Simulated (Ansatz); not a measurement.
The starting structures come from a database of crystals and need not be the phases stable at ambient conditions.

 Where the default PAW files enter, the runs use the earlier of Ansatz's two default sets.

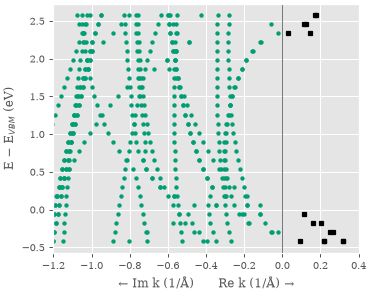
Figure: Complex bands at the centre of the two-dimensional zone; Ansatz (a first-principles code) with r2SCAN

The gap is the functional's own. No spin-orbit coupling. Mid-gap values are interpolated on the energy grid.

Problem. This is SrTiO3 (I4/mcm, not sure to be the ambient phase, 10 atoms a cell, 12.0 Å³ an atom) along the normal of (110). Read off the slowest decay at the centre of the two-dimensional zone at 1.14 eV, the computed energy nearest the middle of the gap.

Solution. κ ≈ 0.26 1/Å, a decay length 1/(2κ) of the density of 1.9 Å.
